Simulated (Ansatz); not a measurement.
# One shape, several levels: GeH3F (GeFH3)

We compute a comparison of 6 runs (PBE/STO-3G, PBE0/STO-3G, UPBE0/STO-3G, r2SCAN0/STO-3G, RPA@PBE/STO-3G, UMP2/STO-3G) of GeH3F (GeFH3). 

The results are computed with Ansatz 0.2.0.

57 further runs of the same task are left out: 8 that didn't finish, 49 set aside as unsound or not needed.

### Step 1. The molecule

GeH3F has 5 atoms, charge 0, and is taken as a singlet. SMILES: `[H][Ge]([H])([H])[F]`. The H4–Ge1 distance was set to 2.985 Å, away from the relaxed value. At this shape a bond of the SMILES string is far longer than usual.

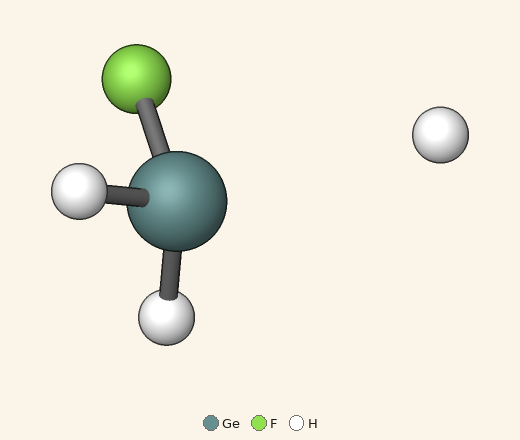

The structure, seen from a chosen angle (germanium teal, fluorine green, hydrogen white).

### Step 2. A single-point energy at PBE/STO-3G (run 1)

Contents of in.yaml:

```yaml
crystal:
  periodic: [false, false, false]
  atoms:
    - symbol: Ge
      position_ang: [0.729318, -1.259331, 0.186048]
    - symbol: F
      position_ang: [0.740838, -1.278261, 1.920708]
    - symbol: H
      position_ang: [2.179148, -1.248311, -0.168822]
    - symbol: H
      position_ang: [-0.731820, 1.260740, -0.465520]
    - symbol: H
      position_ang: [0.004828, -2.515041, -0.169262]
basis:
  gaussian: {orbitals: STO-3G}
hamiltonian: {xc: {name: PBE}}
accuracy: high
```

Started as:

```console
ansatz run in.yaml --threads 1 --pin off --max-ram 2610MiB --events-out events.jsonl --progress --plain --runs-dir runs
```

Standard output:

```text
Warning: RAYON_NUM_THREADS=1 ignored (pool sized by the plan → 1); use --threads N
Functional definition: PBE
  name "PBE"
  parameter kappa = 0.804
  parameter beta = 0.06672455060314922
  exchange = pbe_x(kappa = kappa, mu = beta*pi^2/3)
  correlation = pbe_c(beta = beta)
381 factors; integrals over basis functions are off by at most 3.5e-9 eV
mean field evaluation 1: about -58431.1983 eV, gradient 2.4e2 eV
mean field evaluation 2: about -58436.8598 eV, gradient 2.1e2 eV
mean field evaluation 4: about -58459.2252 eV, gradient 1.8e2 eV
mean field evaluation 8: about -58563.5634 eV, gradient 3.0e1 eV
mean field evaluation 16: about -58574.3216 eV, gradient 2.7e-4 eV
mean field -58574.32163847 eV, -2152.5666171125 hartree, gradient 1.7e-8 eV, S^2 0.000000; 0 other end points of the search recorded, 0 dependent functions left out
reference -58574.32164022 eV, -2152.5666171768 hartree; 22, 22 occupied and 4, 4 virtual orbitals, 381 factors
Total energy: -58574.32164022 eV, -2152.5666171768 hartree
```

Wall time 1.6 s (1 thread of Arm Neoverse V1, shared host); peak memory 0.093 GiB.

### Step 3. A single-point energy at PBE0/STO-3G (run 2)

Contents of in.yaml:

```yaml
crystal:
  periodic: [false, false, false]
  atoms:
    - {symbol: Ge, position_ang: [0.729318, -1.259331, 0.186048]}
    - {symbol: F, position_ang: [0.740838, -1.278261, 1.920708]}
    - {symbol: H, position_ang: [2.179148, -1.248311, -0.168822]}
    - {symbol: H, position_ang: [-0.731820, 1.260740, -0.465520]}
    - {symbol: H, position_ang: [0.004828, -2.515041, -0.169262]}
basis:
  gaussian: {orbitals: STO-3G}
hamiltonian: {xc: pbe0}
accuracy: high
```

Started as:

```console
ansatz run in.yaml --threads 1 --pin off --max-ram 2610MiB --events-out events.jsonl --progress --plain --runs-dir runs
```

Standard output:

```text
Warning: RAYON_NUM_THREADS=1 ignored (pool sized by the plan → 1); use --threads N
Functional definition: PBE0
  name "PBE0"
  parameter a = 0.25
[... 2 set-up lines as earlier in the session ...]
  exchange = (1 - a)*pbe_x(kappa = kappa, mu = beta*pi^2/3) + a*exact_x
[... 1 set-up line as earlier in the session ...]
381 factors; integrals over basis functions are off by at most 3.5e-9 eV
mean field evaluation 1: about -58535.1095 eV, gradient 1.0e2 eV
mean field evaluation 2: about -58554.4234 eV, gradient 6.0e1 eV
mean field evaluation 4: about -58571.9844 eV, gradient 2.0e1 eV
mean field evaluation 8: about -58578.2103 eV, gradient 8.8e0 eV
mean field evaluation 16: about -58578.7612 eV, gradient 4.3e-3 eV
mean field -58578.76124306 eV, -2152.7297695719 hartree, gradient 3.3e-8 eV, S^2 0.000000; 0 other end points of the search recorded, 0 dependent functions left out
reference -58578.76124437 eV, -2152.7297696201 hartree; 22, 22 occupied and 4, 4 virtual orbitals, 381 factors
Total energy: -58578.76124437 eV, -2152.7297696201 hartree
```

Run time: 1.4 s. Hardware: 1 thread of Arm Neoverse V1, shared host; peak memory 0.093 GiB.

Runs 3 to 5 aren't shown in full; the table further down has their settings and results.

### Step 4. The energy at UMP2/STO-3G (run 6)

Contents of molecule.yaml:

```yaml
crystal:
  periodic: [false, false, false]
  atoms:
    - {symbol: Ge, position_ang: [0.729318, -1.259331, 0.186048]}
    - {symbol: F, position_ang: [0.740838, -1.278261, 1.920708]}
    - {symbol: H, position_ang: [2.179148, -1.248311, -0.168822]}
    - {symbol: H, position_ang: [-0.731820, 1.260740, -0.465520]}
    - {symbol: H, position_ang: [0.004828, -2.515041, -0.169262]}
basis:
  gaussian: {orbitals: STO-3G}
magnetization: {spin_polarized: true, initial_magnetization: 0}
correlation: {method: mp2, frozen_orbitals: {F: 1, Ge: 9, H: 0}}
accuracy: high
```

Started as:

```console
ansatz run molecule.yaml --threads 1 --pin off --max-ram 2610MiB --events-out events.jsonl --progress --plain --runs-dir runs
```

Standard output, cut to the lines that bear on the results:

```text
Warning: RAYON_NUM_THREADS=1 ignored (pool sized by the plan → 1); use --threads N
Functional definition: HF
  name "HF"
[...]
381 factors; integrals over basis functions are off by at most 3.5e-9 eV
[...]
mean field -58542.07503024 eV, -2151.3815761177 hartree, gradient 1.3e-8 eV, S^2 0.954978; 5 other end points of the search recorded, 0 dependent functions left out
10 core orbitals not correlated: weight in the atoms' cores, before any rotation towards them, 1.000 or more for the frozen orbitals, at most 0.000 for the correlated occupied ones
reference -58542.07503024 eV, -2151.3815761177 hartree; 12, 12 occupied and 4, 4 virtual orbitals, 381 factors
second order -1.27605958 eV of doubles, -0.00000000 eV of singles
Total energy: -58543.35108982 eV, -2151.4284704423 hartree
```

It took 0.46 s on 1 thread of Arm Neoverse V1, shared host.

### Step 5. All runs side by side

```
run           level  frozen core orbitals   energy (Eh)  wall time
  1      PBE/STO-3G                     –  -2152.566617      1.6 s
  2     PBE0/STO-3G                     –  -2152.729770      1.4 s
  3    UPBE0/STO-3G                     –  -2152.766600      5.7 s
  4  r2SCAN0/STO-3G                     –  -2153.105719      3.6 s
  5  RPA@PBE/STO-3G                    10  -2151.462900      3.6 s
  6     UMP2/STO-3G                    10  -2151.428470     0.46 s
```

### Step 6. What came out

```
                                           quantity           value
                                run 6: total energy  -2151.42847 Eh
run 6: correlation energy (10 core orbitals frozen)       -46.9 mEh
           run 6: ⟨S²⟩ of the reference determinant           0.955
```

What this shows: Totals of different functionals can't be ranked against each other. In run 5 the log says that unrestricted orbitals would lower the reference, so the values rest on an unstable closed-shell determinant (other closed-shell runs at this shape may share the fault). In runs 1, 2, 3, 4, 5, 6 the basis is minimal, so the values are rough. In runs 1, 2, 4, 5 a closed-shell determinant meets a far-stretched bond, which it describes badly. Spin contamination of the reference: run 6 ⟨S²⟩ = 0.95, run 3 ⟨S²⟩ = 0.89. Where it is this large, the reference is a mixture of spin states, and values that rest on it are in doubt. All runs together took 16 s, the longest 5.7 s.
